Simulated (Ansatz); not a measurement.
# AlH3O3: molecular dynamics

Purpose: to follow the molecule's vibrations and see whether its bonds hold. The start is relaxed first. Runs: 150 steps of 0.25 fs under a Langevin thermostat at 500 K; 40 steps of 2 fs at constant energy, with velocities drawn for 1000 K.

Method: RKS B3LYP-D4/def2-SVP, in Ansatz 0.2.0.

**1. The structure to begin with**

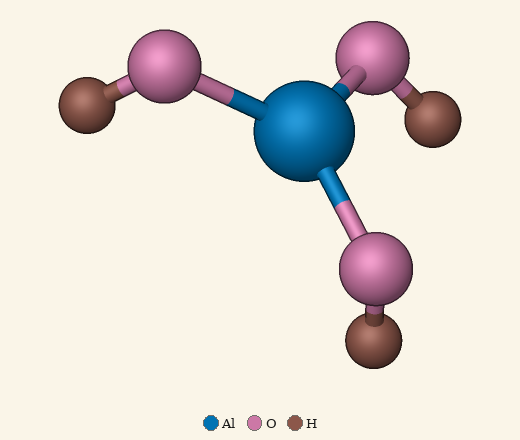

Start, viewed from a free direction; aluminium blue, oxygen pink, hydrogen brown.

Coordinates:

```xyz
7

Al    0.0000    0.0000    0.0000
O     0.0000    0.0000    1.7800
H    -0.9095   -0.2814    2.1171
O     1.5415    0.0000   -0.8900
H     1.8414   -0.9519   -1.0449
O    -1.5415    0.0000   -0.8900
H    -2.0512   -0.8467   -0.6815
```

**2. Preparing the start**

Input file input.yaml:

```yaml
crystal:
  periodic: [false, false, false]
  atoms:
    - { symbol: Al, position_ang: [0.0, 0.0, 0.0] }
    - { symbol: O, position_ang: [0.0, 0.0, 1.78] }
    - { symbol: H, position_ang: [-0.9095, -0.2814, 2.1171] }
    - { symbol: O, position_ang: [1.5415, 0.0, -0.89] }
    - { symbol: H, position_ang: [1.8414, -0.9519, -1.0449] }
    - { symbol: O, position_ang: [-1.5415, 0.0, -0.89] }
    - { symbol: H, position_ang: [-2.0512, -0.8467, -0.6815] }
basis:
  gaussian: { orbitals: def2-SVP }
hamiltonian:
  xc: b3lyp
  dispersion: d4
relax:
  f_tol: 0.02
  max_steps: 40
output:
  orbitals: {}
```

On the command line:

```
$ ansatz run input.yaml --threads 1 --pin off --max-ram 2048MiB --backend cpu --events-out ev --progress --plain --runs-dir out
```

Log (excerpt; [...] marks lines left out):

```text
Warning: RAYON_NUM_THREADS=1 ignored (pool sized by the plan → 1); use --threads N
[...]
Functional definition: B3LYP
[...]
742 factors; integrals over basis functions are off by at most 4.6e-4 eV
[...]
mean field -12784.11227708 eV, -469.8074608001 hartree, gradient 4.1e-5 eV, S^2 0.000000; 0 other end points of the search recorded, 0 dependent functions left out
[...]
reference -12784.11250870 eV, -469.8074693120 hartree; 20, 20 occupied and 55, 55 virtual orbitals, 742 factors
relax step   1: F+E_penalty+E_count = -12784.27032582 eV  Δ(F+E_penalty+E_count) = +0.000e0 eV  max|allowed force component| = 1.880e0 eV/Å  Δτ_max = 0.0000 Å  (23 SCF iters, accepted)
[...]
relax step   6: F+E_penalty+E_count = -12784.94142000 eV  Δ(F+E_penalty+E_count) = -1.660e-2 eV  max|allowed force component| = 4.684e-2 eV/Å  Δτ_max = 0.1710 Å  (29 SCF iters, accepted)
[...]
relax step   7: F+E_penalty+E_count = -12784.94310452 eV  Δ(F+E_penalty+E_count) = -1.685e-3 eV  max|allowed force component| = 1.423e-2 eV/Å  Δτ_max = 0.0409 Å  (23 SCF iters, accepted)
742 factors; integrals over basis functions are off by at most 6.2e-4 eV
mean field -12784.77903274 eV, -469.8319636188 hartree, gradient 4.2e-5 eV, S^2 0.000000; 1 other end points of the search recorded, 0 dependent functions left out
[...]
reference -12784.77925059 eV, -469.8319716246 hartree; 20, 20 occupied and 55, 55 virtual orbitals, 742 factors
Total energy: -12784.94332237 eV, -469.8380011512 hartree
Atom 0 at     0.018438    -0.282506     0.087049 Å, force    -0.003478     0.008374     0.001109 eV/Å
Atom 1 at    -0.095034    -0.059249     1.764003 Å, force    -0.008866     0.002441     0.005962 eV/Å
Atom 2 at    -0.887942     0.010592     2.298827 Å, force     0.002210    -0.001247     0.002709 eV/Å
Atom 3 at     1.590885    -0.307352    -0.546279 Å, force    -0.000734    -0.014229    -0.013658 eV/Å
Atom 4 at     1.779314    -0.458050    -1.476271 Å, force     0.003798     0.009545     0.002023 eV/Å
Atom 5 at    -1.295217    -0.473486    -0.975844 Å, force     0.009604    -0.010170     0.001824 eV/Å
Atom 6 at    -2.229743    -0.509949    -0.760786 Å, force    -0.002533     0.005286     0.000031 eV/Å
Dipole moment:    -0.577751    -0.041406    -0.047760 e Å
```

It took 15 s on 1 thread of Arm Neoverse V2, shared host; peak memory 0.16 GiB.

Relaxation path:

```
step  energy from step 1 (eV)  largest force component (eV/Å)
   1                   0.0000                          1.8805
   2                  -0.2285                          2.1003
   3                  -0.4780                          0.5500
   4                  -0.5793                          0.4176
   5                  -0.6545                          0.2144
   6                  -0.6711                          0.0468
   7                  -0.6728                          0.0142
```

Step 1 is the start.

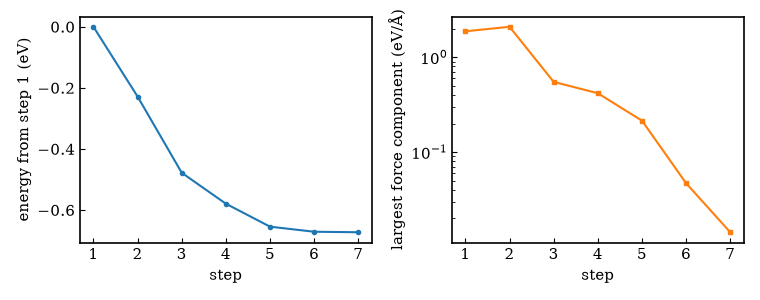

Energy and largest force along the relaxation.

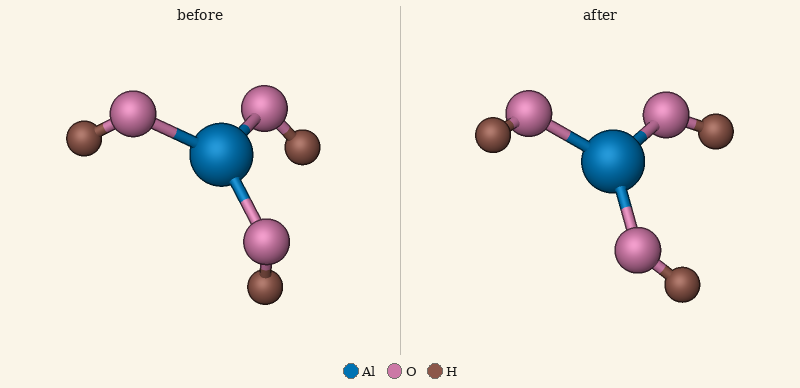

Before and after, at one scale.

After: Bond lengths: Al1–O2 1.696 Å, O2–H3 0.959 Å, Al1–O4 1.695 Å, O4–H5 0.961 Å, Al1–O6 1.701 Å, O6–H7 0.960 Å. Angles: Al1–O2–H3 128.1°, O2–Al1–O4 115.7°, O2–Al1–O6 125.5°, O4–Al1–O6 118.8°, Al1–O4–H5 123.1°, Al1–O6–H7 128.1°.

**3. Run 1**

150 steps of 0.25 fs under a Langevin thermostat at 500 K, from the relaxed start.

Input file input.yaml:

```yaml
crystal:
  periodic: [false, false, false]
  atoms:
    - { symbol: Al, position_ang: [0.018438, -0.282506, 0.087049] }
    - { symbol: O, position_ang: [-0.095034, -0.059249, 1.764003] }
    - { symbol: H, position_ang: [-0.887942, 0.010592, 2.298827] }
    - { symbol: O, position_ang: [1.590885, -0.307352, -0.546279] }
    - { symbol: H, position_ang: [1.779314, -0.45805, -1.476271] }
    - { symbol: O, position_ang: [-1.295217, -0.473486, -0.975844] }
    - { symbol: H, position_ang: [-2.229743, -0.509949, -0.760786] }
basis:
  gaussian: { orbitals: def2-SVP }
hamiltonian:
  xc: b3lyp
  dispersion: d4
md:
  timestep: 0.25
  n_steps: 150
  ensemble: nvt_langevin
  temperature: 500.0
  initial_velocities: maxwell_boltzmann
  seed: 817152
  friction: 0.001
```

On the command line:

```
$ ansatz run input.yaml --threads 1 --pin off --max-ram 2048MiB --backend cpu --events-out ev --progress --plain --runs-dir out
```

Log (excerpt; [...] marks lines left out):

```text
Warning: RAYON_NUM_THREADS=1 ignored (pool sized by the plan → 1); use --threads N
[...]
[... 1 set-up line as earlier in the session ...]
[...]
746 factors; integrals over basis functions are off by at most 3.7e-4 eV
[...]
mean field -12784.77903834 eV, -469.8319638246 hartree, gradient 1.8e-5 eV, S^2 0.000000; 0 other end points of the search recorded, 0 dependent functions left out
[...]
reference -12784.77925435 eV, -469.8319717627 hartree; 20, 20 occupied and 55, 55 virtual orbitals, 746 factors
md step     0: t =     0.00 fs  T =   428.6 K  F+E_penalty+E_count = -12784.94311014 eV  E_kin = 0.387780 eV  (23 SCF iters)
[...]
md step    18: t =     4.50 fs  T =   435.2 K  F+E_penalty+E_count = -12784.88175624 eV  E_kin = 0.393740 eV  (24 SCF iters)
[...]
md step    36: t =     9.00 fs  T =   308.8 K  F+E_penalty+E_count = -12784.78649019 eV  E_kin = 0.279410 eV  (23 SCF iters)
[...]
md step    54: t =    13.50 fs  T =   239.9 K  F+E_penalty+E_count = -12784.72212988 eV  E_kin = 0.217022 eV  (24 SCF iters)
[...]
md step    72: t =    18.00 fs  T =   229.3 K  F+E_penalty+E_count = -12784.69603368 eV  E_kin = 0.207471 eV  (24 SCF iters)
md step    73: t =    18.25 fs  T =   228.6 K  F+E_penalty+E_count = -12784.69089966 eV  E_kin = 0.206858 eV  (24 SCF iters)
md step    74: t =    18.50 fs  T =   223.4 K  F+E_penalty+E_count = -12784.68646105 eV  E_kin = 0.202157 eV  (24 SCF iters)
```

**4. The log goes on: dynamics from the start**

Output, continued (excerpt; [...] marks lines left out):

```text
md step    75: t =    18.75 fs  T =   219.0 K  F+E_penalty+E_count = -12784.68298336 eV  E_kin = 0.198145 eV  (24 SCF iters)
[...]
md step    94: t =    23.50 fs  T =   181.5 K  F+E_penalty+E_count = -12784.63757704 eV  E_kin = 0.164236 eV  (24 SCF iters)
[...]
md step   113: t =    28.25 fs  T =   130.7 K  F+E_penalty+E_count = -12784.58986554 eV  E_kin = 0.118254 eV  (25 SCF iters)
[...]
md step   132: t =    33.00 fs  T =   140.6 K  F+E_penalty+E_count = -12784.59980932 eV  E_kin = 0.127186 eV  (24 SCF iters)
[...]
md step   149: t =    37.25 fs  T =   169.3 K  F+E_penalty+E_count = -12784.62532977 eV  E_kin = 0.153152 eV  (24 SCF iters)
[...]
md step   150: t =    37.50 fs  T =   174.2 K  F+E_penalty+E_count = -12784.62937614 eV  E_kin = 0.157628 eV  (24 SCF iters)
Total energy: -12784.62959677 eV, -469.8264719482 hartree
Atom 0 at     0.037967    -0.165006     0.080087 Å, force    -0.308269    -1.099875    -0.073050 eV/Å
Atom 1 at    -0.148862    -0.166377     1.763677 Å, force     0.056965     1.135509     0.742461 eV/Å
Atom 2 at    -0.273569     0.627626     2.317770 Å, force     0.147097    -0.741157    -0.329486 eV/Å
Atom 3 at     1.497101    -0.519802    -0.713918 Å, force     0.160421     0.430673     0.295888 eV/Å
Atom 4 at     1.875786     0.069508    -1.365726 Å, force     0.185291    -0.020203    -0.267574 eV/Å
Atom 5 at    -1.332076    -0.443056    -0.858126 Å, force    -0.261080     0.256956    -0.526158 eV/Å
Atom 6 at    -2.273824    -0.457701    -0.688055 Å, force     0.019576     0.038098     0.157919 eV/Å
Dipole moment:    -0.197688     0.700944     0.049156 e Å
```

It took 4.5 min on 1 thread of Arm Neoverse V2, shared host; peak memory 0.16 GiB.

**5. The trajectory**

The trajectory, every 8 steps (energies from step 0):

```
time (fs)  T (K)  potential energy change (meV/atom)
      0.0    429                                 0.0
      2.0    440                                 4.0
      4.0    446                                 7.1
      6.0    383                                15.5
      8.0    330                                19.8
     10.0    275                                26.6
     12.0    251                                29.5
     14.0    235                                33.1
     16.0    243                                33.7
     18.0    229                                35.3
     20.0    219                                37.1
     22.0    207                                39.4
     24.0    174                                44.0
     26.0    171                                45.6
     28.0    134                                50.6
     30.0    137                                49.7
     32.0    123                                50.9
     34.0    150                                47.3
     36.0    135                                48.1
     37.5    174                                44.8
```

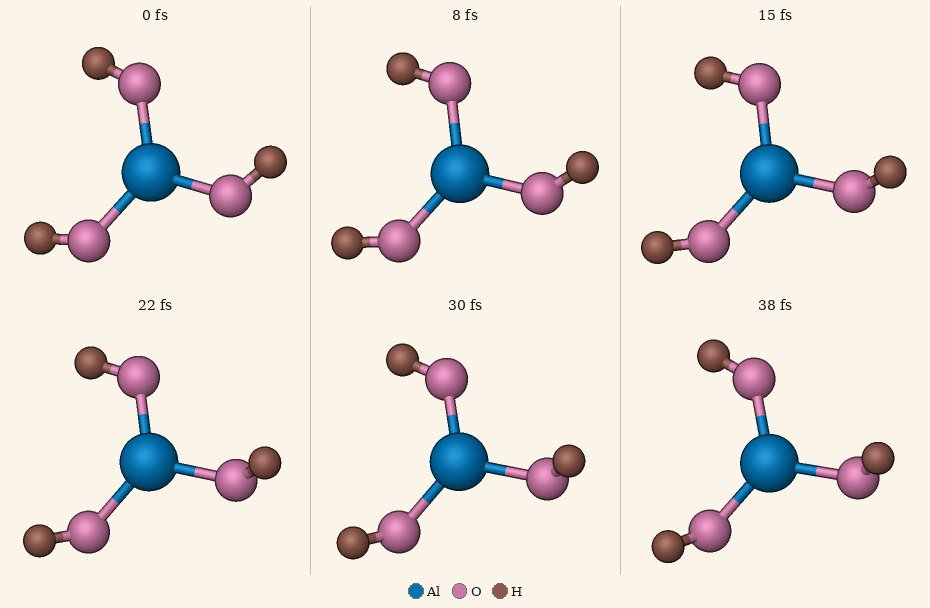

Six frames of the run, seen from a chosen angle. Sticks join atoms within a bonding distance in each frame.

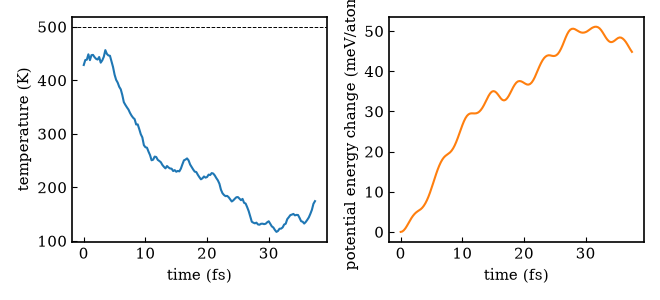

Time series of the run, each on its own scale. The dashed line is the set temperature.

**6. Frames from the trajectory**

Extended XYZ, with forces in eV/Å:

```xyz
7
time_fs=4.8 T=425 dE=0.0684
Al    0.035   -0.247    0.103   -0.933   -0.456   -1.097
O    -0.104   -0.084    1.766   -0.008    0.185    0.452
H    -0.838    0.130    2.346    0.066   -0.060   -0.091
O     1.568   -0.345   -0.572    0.672    0.126   -0.518
H     1.909   -0.343   -1.481   -0.410   -0.037    0.654
O    -1.308   -0.493   -0.982    0.493    0.271    0.667
H    -2.223   -0.448   -0.679    0.120   -0.029   -0.067
7
time_fs=9.5 T=293 dE=0.1711
Al    0.045   -0.217    0.108   -1.221   -0.751   -1.370
O    -0.116   -0.110    1.774   -0.207    0.411    0.641
H    -0.773    0.254    2.383    0.309   -0.233   -0.347
O     1.550   -0.382   -0.600    0.117    0.080    0.885
H     1.975   -0.232   -1.428    0.189    0.067   -0.686
O    -1.316   -0.508   -0.981    0.933    0.488    0.942
H    -2.198   -0.399   -0.612   -0.120   -0.062   -0.065
7
time_fs=14.0 T=235 dE=0.2319
Al    0.043   -0.195    0.102   -0.958   -0.874   -0.899
O    -0.129   -0.128    1.785    0.442    0.016   -0.414
H    -0.690    0.342    2.389   -0.301    0.189    0.277
O     1.539   -0.415   -0.624    0.960    0.539   -0.604
H     2.040   -0.138   -1.416   -0.729   -0.347    0.877
O    -1.314   -0.513   -0.970    0.415    0.623    1.019
H    -2.187   -0.377   -0.567    0.173   -0.147   -0.256
7
time_fs=18.8 T=219 dE=0.2601
Al    0.033   -0.178    0.088   -0.047   -0.918    0.014
O    -0.138   -0.147    1.796   -0.243    0.810   -0.018
H    -0.611    0.449    2.408    0.432   -0.584   -0.626
O     1.534   -0.446   -0.649   -0.679   -0.163    1.371
H     2.028   -0.075   -1.352    0.591    0.465   -1.001
O    -1.305   -0.508   -0.945    0.308    0.475    0.295
H    -2.173   -0.376   -0.560   -0.363   -0.086   -0.036
7
time_fs=23.5 T=182 dE=0.3055
Al    0.022   -0.166    0.073    0.807   -0.855    1.121
O    -0.145   -0.158    1.801    0.514   -0.232   -1.450
H    -0.519    0.500    2.367   -0.315    0.530    0.495
O     1.525   -0.476   -0.666    0.603    1.022   -0.513
H     2.013    0.021   -1.361   -0.673   -0.669    0.829
O    -1.295   -0.495   -0.913   -1.073    0.335   -0.302
H    -2.194   -0.392   -0.574    0.138   -0.130   -0.181
7
time_fs=28.0 T=134 dE=0.3541
Al    0.019   -0.159    0.066    1.192   -0.900    1.566
O    -0.149   -0.167    1.798   -0.076    1.067   -0.380
H    -0.454    0.577    2.355    0.298   -0.718   -0.484
O     1.516   -0.496   -0.686   -0.582   -0.089    1.055
H     1.941    0.053   -1.320    0.566    0.536   -0.835
O    -1.295   -0.480   -0.885   -1.089    0.156   -0.959
H    -2.207   -0.418   -0.608   -0.307   -0.051    0.037
7
time_fs=32.8 T=132 dE=0.3477
Al    0.026   -0.158    0.069    0.674   -0.985    1.272
O    -0.151   -0.169    1.786    0.380   -0.183   -1.033
H    -0.358    0.589    2.313   -0.151    0.591    0.581
O     1.504   -0.513   -0.699    0.451    0.969   -0.266
H     1.907    0.092   -1.346   -0.182   -0.540    0.333
O    -1.306   -0.461   -0.865   -1.403    0.163   -0.893
H    -2.244   -0.442   -0.649    0.230   -0.015    0.005
7
time_fs=37.5 T=174 dE=0.3137
Al    0.038   -0.165    0.080   -0.308   -1.100   -0.073
O    -0.149   -0.166    1.764    0.057    1.135    0.743
H    -0.274    0.628    2.318    0.147   -0.741   -0.330
O     1.497   -0.520   -0.714    0.160    0.431    0.296
H     1.876    0.070   -1.366    0.185   -0.020   -0.268
O    -1.332   -0.443   -0.858   -0.261    0.257   -0.526
H    -2.274   -0.458   -0.688    0.020    0.038    0.158
```

Reading of run 1. Against a set 500 K the second half averages 163 K, going from 219 to 174 K over that half; 46 meV/atom has gone into potential energy, and a thermostat that acts over some 1000 fs has not made it up in 38 fs. The bonding pattern survives the run.

**7. Run 2**

40 steps of 2 fs at constant energy, with velocities drawn for 1000 K, from the relaxed start.

input.yaml: that of step 3 with these lines changed.

```diff
@@ -16,8 +16,7 @@
 md:
-  timestep: 0.25
-  n_steps: 150
-  ensemble: nvt_langevin
-  temperature: 500.0
+  timestep: 2.0
+  n_steps: 40
+  ensemble: nve
+  temperature: 1000.0
   initial_velocities: maxwell_boltzmann
-  seed: 817152
-  friction: 0.001
+  seed: 754431
```

On the command line:

```
$ ansatz run input.yaml --threads 1 --pin off --max-ram 2048MiB --backend cpu --events-out ev --progress --plain --runs-dir out
```

Log (excerpt; [...] marks lines left out):

```text
Warning: RAYON_NUM_THREADS=1 ignored (pool sized by the plan → 1); use --threads N
[...]
[... 1 set-up line as earlier in the session ...]
[...]
746 factors; integrals over basis functions are off by at most 3.7e-4 eV
[...]
mean field -12784.77903834 eV, -469.8319638246 hartree, gradient 1.8e-5 eV, S^2 0.000000; 0 other end points of the search recorded, 0 dependent functions left out
[...]
reference -12784.77925435 eV, -469.8319717627 hartree; 20, 20 occupied and 55, 55 virtual orbitals, 746 factors
md step     0: t =     0.00 fs  T =  1000.0 K  F+E_penalty+E_count = -12784.94311014 eV  E_kin = 0.646300 eV  conserved = -12784.29681014 eV  (23 SCF iters)
[...]
md step    10: t =    20.00 fs  T =  4490.0 K  F+E_penalty+E_count = -12782.59831011 eV  E_kin = 2.901867 eV  conserved = -12779.69644333 eV  (52 SCF iters, 7 dispersion substeps)
[...]
md step    40: t =    80.00 fs  T = 205234.6 K  F+E_penalty+E_count = -12773.49530692 eV  E_kin = 132.643112 eV  conserved = -12640.85219447 eV  (269 SCF iters, 49 dispersion substeps)
Total energy: -12773.49565836 eV, -469.4173072584 hartree
Atom 0 at     0.419743     0.123824     0.632841 Å, force    -1.281585     0.421648     3.959655 eV/Å
Atom 1 at    -0.775073    -0.346420     1.984201 Å, force    -1.465522    -0.623271    -4.085281 eV/Å
Atom 2 at    -0.104806    -0.055054     2.519224 Å, force     2.822049     0.986529     4.248427 eV/Å
Atom 3 at     1.419336     0.954207     2.316234 Å, force    -1.331061    -1.250829    -3.794589 eV/Å
Atom 4 at    -8.876352   -27.157555   -70.147273 Å, force     0.000031     0.000085     0.000219 eV/Å
Atom 5 at    -0.563742    -0.418560    -0.704078 Å, force     0.944003     0.005473     0.322570 eV/Å
Atom 6 at    -1.192659    -0.958479    -0.161947 Å, force     0.312085     0.460365    -0.651001 eV/Å
Dipole moment:     0.054448    -0.824902    -2.280157 e Å
```

It took 95 s on 1 thread of Arm Neoverse V2, shared host; peak memory 0.15 GiB.

**8. What the atoms did**

The trajectory, every 3 steps (energies from step 0):

```
time (fs)   T (K)  potential energy change (meV/atom)  total energy change (meV/atom)
      0.0    1000                                 0.0                            0.00
      6.0     769                                61.6                           40.31
     12.0    1009                                78.0                           78.81
     18.0    1054                               273.5                          278.44
     24.0     247                               720.4                          650.85
     30.0    5510                               213.8                          630.24
     36.0  208619                              1254.5                        20423.66
     42.0  207622                              1335.0                        20412.11
     48.0  205888                              1508.0                        20424.98
     54.0  204613                              1633.3                        20432.60
     60.0  203787                              1718.6                        20441.70
     66.0  203587                              1734.3                        20438.81
     72.0  203325                              1812.5                        20492.83
     78.0  204729                              1675.3                        20485.26
     80.0  205235                              1635.4                        20492.09
```

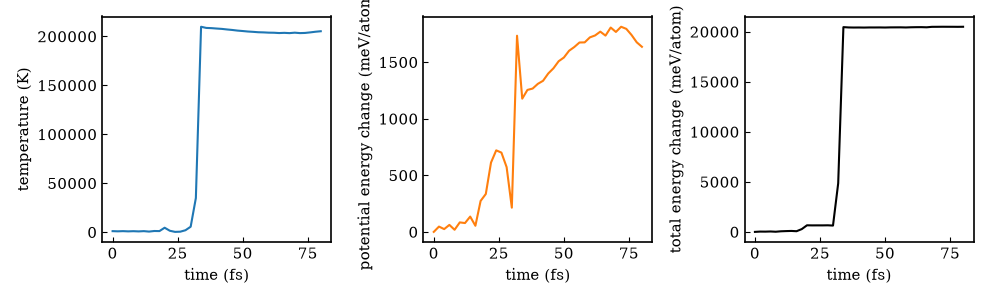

Traces against time; each panel has its own scale.

Bonds that form or break, judged by distance (formed within 1.15 times the sum of covalent radii and held on average over 12 fs, broken when stretched by half; pairs already stretched at the start don't count as bonds):

```
time (fs)   bond   event
     24.0  O4–H5  breaks
```

Reading of run 2. The temperature runs away to 209812 K: the integration has become unstable, and nothing after that is physical.

**9. What came out**

| quantity | value |
| --- | --- |
| relaxation of the start | 6 moves, 0.673 eV lower |
| run 1: length | 150 steps of 0.25 fs |
| run 1: temperature, first and last step | 429 and 174 K |
| run 1: temperature, second half | mean 163 K, from 117 to 227 K |
| run 1: potential energy, second half | +46 meV/atom from this run's first step |
| run 1: bonds formed or broken | 0 |
| run 2: length | 40 steps of 2 fs |
| run 2: temperature, first and last step | 1000 and 205235 K |
| run 2: temperature, second half | mean 204796 K, from 203310 to 207988 K |
| run 2: potential energy, second half | +1634 meV/atom from this run's first step |
| run 2: largest change of the total energy | 20492.83 meV/atom |
| run 2: bonds formed or broken | 1 |

In words: Mean temperatures of the second halves: 163 K, none that means anything (unstable run). Bonds changed in run 2 (an artefact of the unstable or too long step). Averages from a run of 80 fs with 7 atoms are rough. The nuclei move classically, without zero-point motion, which matters most for hydrogen.
